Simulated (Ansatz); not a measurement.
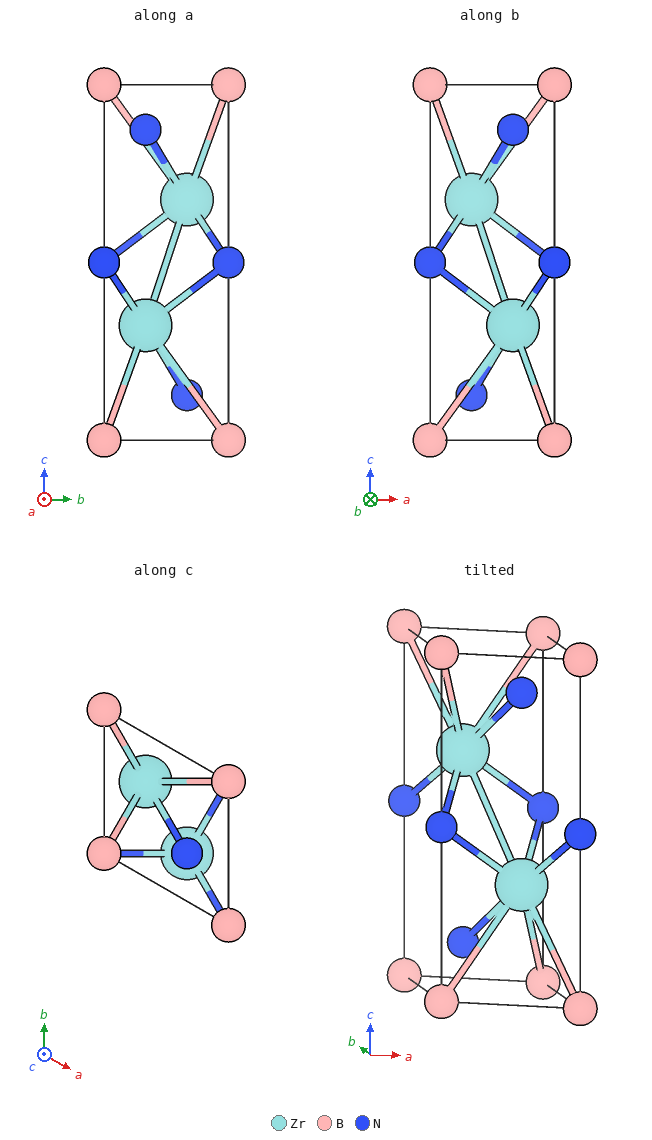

We look at a ball-and-stick model of the crystal along the a axis, along the b axis, along the c axis and slightly off an axis. Atoms at the boundary of the conventional unit cell (the box) are drawn once for each face, edge or corner they touch.

Lattice parameters: a = 3.0521 Å, b = 3.0521 Å, c = 7.5506 Å, α = 90.000°, β = 90.000°, γ = 120.000°.

**Express the structure as a CIF in P1 with every atom of the cell, with free fractional coordinates to two decimals.**

```cif
data_structure
_symmetry_space_group_name_H-M 'P 1'
_symmetry_Int_Tables_number 1
_cell_length_a 3.0521
_cell_length_b 3.0521
_cell_length_c 7.5506
_cell_angle_alpha 90.000
_cell_angle_beta 90.000
_cell_angle_gamma 120.000
_cell_volume 60.91
loop_
_atom_site_label
_atom_site_type_symbol
_atom_site_fract_x
_atom_site_fract_y
_atom_site_fract_z
_atom_site_occupancy
Zr1 Zr 0.3333 0.6667 0.68 1
Zr2 Zr 0.6667 0.3333 0.32 1
B1 B 0.00 0.00 0.00 1
N1 N 0.3333 0.6667 0.13 1
N2 N 0.6667 0.3333 0.87 1
N3 N 0.00 0.00 0.50 1
```

Its origin is a structure type filled with these elements by a generator (whether the compound takes this form wasn't checked). Earlier steps of the study may have refined or changed the cell and positions. A calculation with Ansatz used it as input.
